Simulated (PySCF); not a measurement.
# C6H11O2 (SMILES CC(=O)O[CH]C(C)C) (doublet): what the fields show

```xyz
19

C     3.4945   -0.2397   -0.1258
C     2.2748    0.4412    0.4310
O     2.2631    1.3614    1.2155
O     1.1477   -0.1188   -0.0696
C    -0.0612    0.3417    0.2986
C    -1.2717   -0.2935   -0.2679
C    -2.0948    0.7341   -1.0598
C    -2.1343   -0.8939    0.8527
H     3.4756   -1.2963    0.1331
H     3.5006   -0.1559   -1.2105
H     4.3851    0.2249    0.2855
H    -0.1012    1.1627    0.9962
H    -0.9527   -1.0942   -0.9425
H    -2.9831    0.2618   -1.4717
H    -2.4033    1.5488   -0.4095
H    -1.5079    1.1450   -1.8772
H    -1.5760   -1.6473    1.4025
H    -3.0225   -1.3574    0.4306
H    -2.4426   -0.1154    1.5460
```

Geometry: GFN2-xTB.

Method: UKS B3LYP, pcH-1 on C H O, non-relativistic, mean-field spin-orbit, GIAO (PySCF).

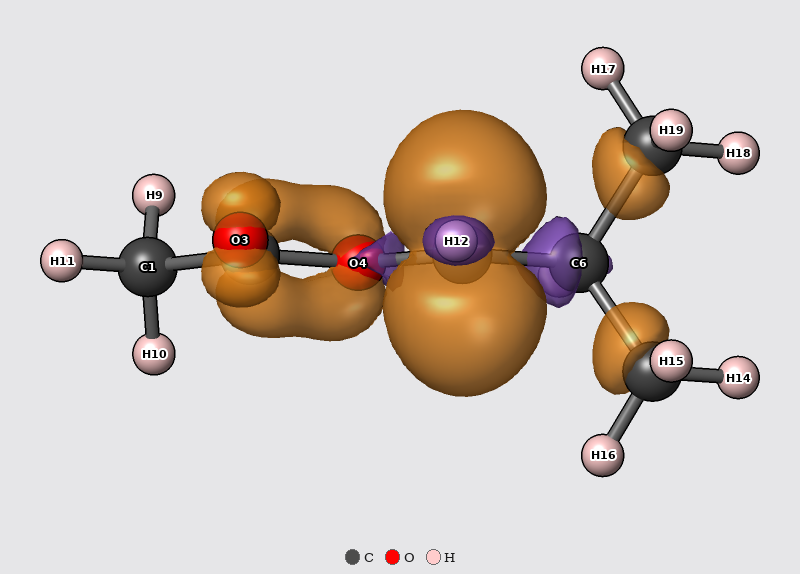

Figure 1. Isosurfaces of the spin density at +0.02 (orange) and −0.02 e/Å³ (purple), seen across its widest extent.

Q: Where is the unpaired spin?

A: The unpaired spin (1 electron) lies mostly on C5 (about 0.6) and O4 (about 0.1), in electrons by Hirshfeld's partition.

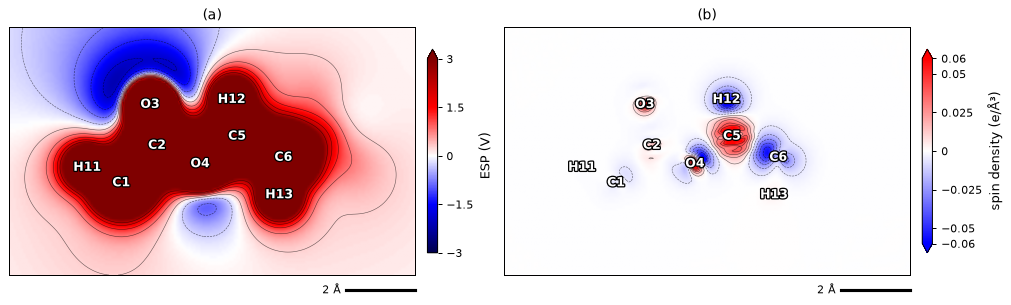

Figure 2. (a) molecular electrostatic potential; (b) spin density on the plane of atoms C1, C2 and O4.

Q: Interpret the plot.

A: The plane passes through C, O and H nuclei.

Outside the dense part of the molecule the potential is most negative (−2.1 V) near O3.

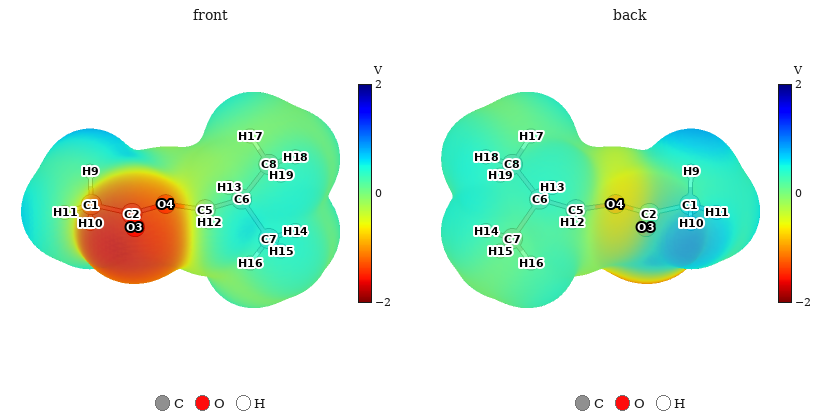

Figure 3. The molecular electrostatic potential painted on the density surface at 0.001 e/bohr³, seen from the front and from behind; red is negative and blue positive.

Q: Where is the surface potential most negative and most positive?

A: The most negative region (about −1.6 V) lies over O3, the most positive (about +0.8 V) over H9 and H10. O3 is the likeliest acceptor of a hydrogen bond.
